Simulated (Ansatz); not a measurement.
A series of calculations on BSiNH₆F₂

### Relaxation

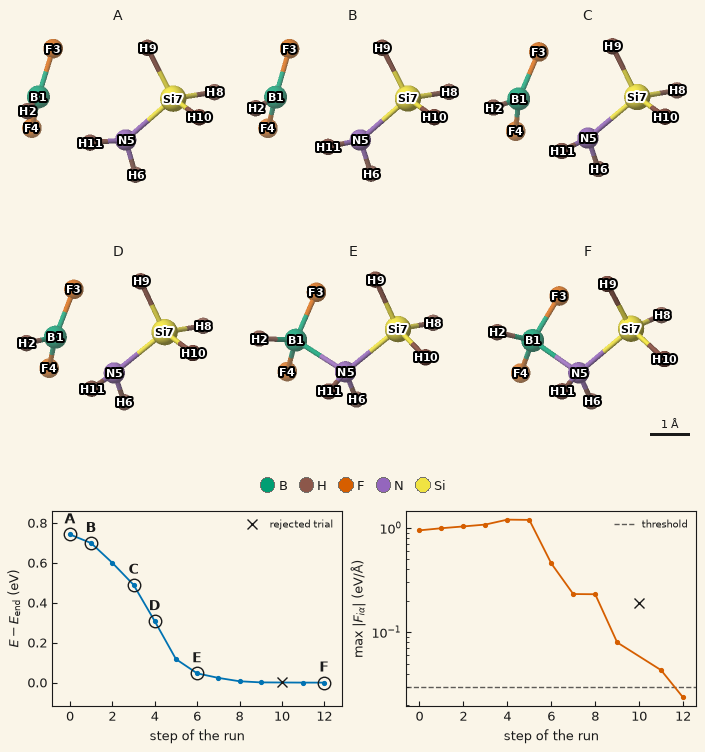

Frames of a relaxation of BSiNH6F2, marked on the history of the run. The picture is a ball-and-stick view, seen at a tilt.

The run prepares an end point of a later path (reaction) calculation, from a guessed geometry.

Computed with RKS PBE0-D4/def2-SVP in Ansatz. Settings: no spin polarisation; force threshold 0.03 eV/Å; at most 50 steps.

Q: What happens along the run?

A: The energy falls by 0.743 eV in 11 accepted moves (12 points after the start). Largest force component: 0.95 eV/Å at the start, 0.024 eV/Å at the end. The line search rejected the trial step at point 10 of the run. The atom that moves furthest after the best rigid fit is F3 (0.97 Å). By element the largest moves are F 0.97 Å, H 0.75 Å, B 0.71 Å, N 0.44 Å, Si 0.38 Å. Some distances before and after: B1–N5 2.740 → 1.677 Å, B1–Si7 3.885 → 2.877 Å, N5–Si7 1.739 → 1.824 Å, B1–F3 1.315 → 1.394 Å. New bonds form, among them: B1–N5 (2.74 → 1.68 Å). Among the angles between lasting bonds that change: N5–Si7–H10 115.2° → 105.6°, H6–N5–Si7 120.8° → 112.0°, Si7–N5–H11 119.2° → 112.8°. The run took 33 s on 2 threads of Arm Neoverse V2 (shared host), peak memory 0.22 GiB. From step 0 to 1: H2 moves most (0.19 Å), energy −0.043 eV. From step 1 to 3: F3 moves most (0.39 Å), energy −0.209 eV. From step 3 to 4: B1 moves most (0.19 Å), energy −0.182 eV. From step 4 to 6: F3 moves most (0.21 Å), energy −0.261 eV. From step 6 to 12: H8 moves most (0.26 Å), energy −0.046 eV.

```json
{"step": "0", "E − E(0), eV": "0.0000", "largest force component, eV/Å": "0.9481", "note": ""}
{"step": "1", "E − E(0), eV": "-0.0434", "largest force component, eV/Å": "0.9937", "note": ""}
{"step": "2", "E − E(0), eV": "-0.1423", "largest force component, eV/Å": "1.0340", "note": ""}
{"step": "3", "E − E(0), eV": "-0.2523", "largest force component, eV/Å": "1.0775", "note": ""}
{"step": "4", "E − E(0), eV": "-0.4347", "largest force component, eV/Å": "1.2014", "note": ""}
{"step": "5", "E − E(0), eV": "-0.6247", "largest force component, eV/Å": "1.1946", "note": ""}
{"step": "6", "E − E(0), eV": "-0.6961", "largest force component, eV/Å": "0.4568", "note": ""}
{"step": "7", "E − E(0), eV": "-0.7188", "largest force component, eV/Å": "0.2321", "note": ""}
{"step": "8", "E − E(0), eV": "-0.7357", "largest force component, eV/Å": "0.2311", "note": ""}
{"step": "9", "E − E(0), eV": "-0.7413", "largest force component, eV/Å": "0.0797", "note": ""}
{"step": "10", "E − E(0), eV": "-0.7370", "largest force component, eV/Å": "0.1925", "note": "rejected"}
{"step": "11", "E − E(0), eV": "-0.7424", "largest force component, eV/Å": "0.0432", "note": ""}
{"step": "12", "E − E(0), eV": "-0.7425", "largest force component, eV/Å": "0.0236", "note": ""}
```

### Relaxation

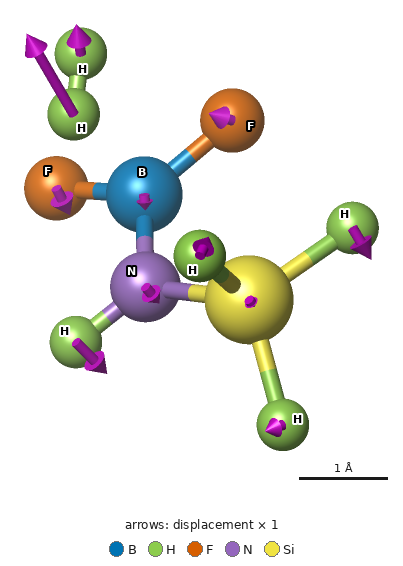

A relaxation of BSiNH6F2. The starting structure is drawn; purple arrows show the displacements, at their true length. The two geometries are superimposed by the best rigid fit.

The picture is a ball-and-stick view, seen from a free direction.

The run prepares an end point of a later path (reaction) calculation, from a guessed geometry.

Method: RKS PBE0-D4/def2-SVP in Ansatz. Set-up: no spin polarisation; force threshold 0.03 eV/Å; at most 50 steps.

What did the optimiser do to the structure, and how much energy did it gain?

Over 27 accepted moves (33 points after the start) the energy falls by 6.38 kcal/mol. Largest force component: 2 eV/Å at the start, 0.023 eV/Å at the end. The line search rejected the trial steps at points 13, 16, 20, 23, 28, 29 of the run. The forces were under the threshold at step 8, but the run went on from there. An H atom moves most after the best rigid fit: 1.20 Å. Largest moves by element: H 1.20 Å, F 0.40 Å, N 0.31 Å, B 0.19 Å, Si 0.13 Å. Near-neighbour distances that change, for instance: B–N 1.476 → 1.404 Å, H–H 0.719 → 0.761 Å, B–F 1.323 → 1.332 Å, N–Si 1.754 → 1.759 Å. Among the angles between lasting bonds that change: N–Si–H 110.1° → 106.6°, H–N–Si 120.1° → 117.8°, N–Si–H 107.8° → 109.9°. Groups turn about N–Si by about 25°.

### Path

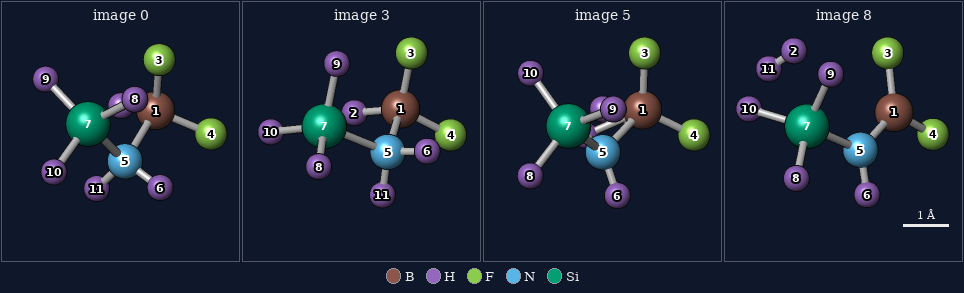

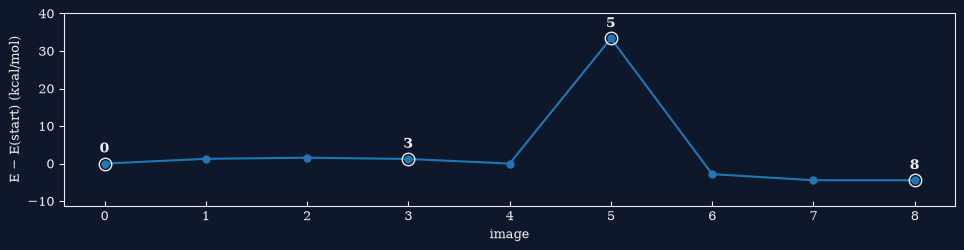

A search for the minimum-energy path of BSiNH$_{6}$F$_{2}$ by the nudged elastic band. Images are numbered from 0 (start) to 8 (end). Style: ball-and-stick. Shown from a free direction.

Method: Ansatz 0.2.0, RKS PBE0-D4/def2-SVP. Run with 7 movable images; climbing image; force threshold 0.05 eV/Å; iteration limit 60; starting path through a guess of the saddle point.

**Describe the mechanism and the energy profile.**

The highest point, image 5, lies 33.4 kcal/mol above the start and 37.8 kcal/mol above the end; the end is at −4.5 kcal/mol relative to the start. The profile has 2 maxima (images 2, 5) with a dip at image 4 (0.0 kcal/mol), so the process runs in steps. The path has more than one stage, and so few images may leave a stage unresolved. Breaking: B1–H2 (1.22 → 1.42 at the top → 2.97 Å), N5–H11 (1.02 → 1.34 at the top → 3.75 Å). Forming: H2–H11 (2.41 → 1.04 at the top → 0.76 Å). The band converged in 24 iterations. The largest component of the band force went from 18 to 0.033 eV/Å. The climbing image converged on the top of the path. Its vibrational analysis gives one imaginary mode (1410i cm⁻¹), as a transition state must have.
